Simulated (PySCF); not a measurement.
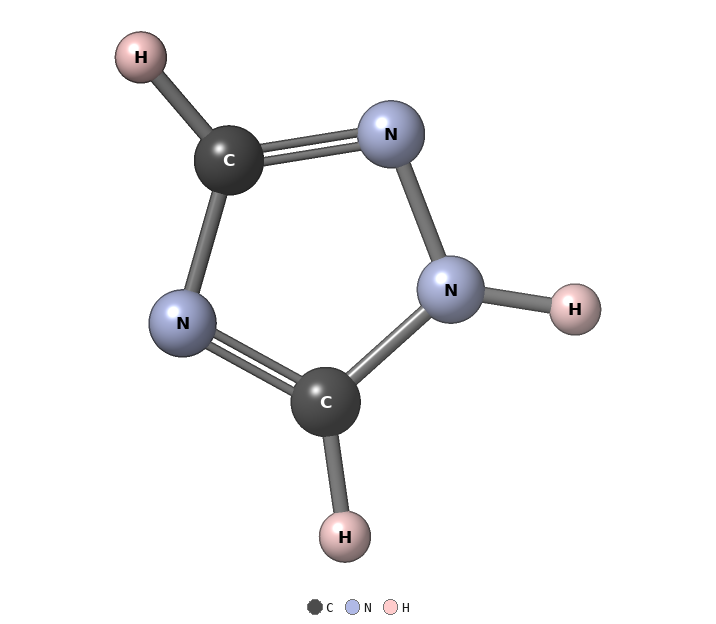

All atoms lie in one plane, which faces the viewer. The computed structure is the end point of a PBE0-D3(BJ)/def2-SVP optimisation. No frequency run is at hand to confirm it as a minimum.

### List the symmetry elements and name the point group.

It has 1 mirror plane, so the point group is Cs. The group has 2 operations. The geometry is achiral, and symmetry allows a dipole moment.
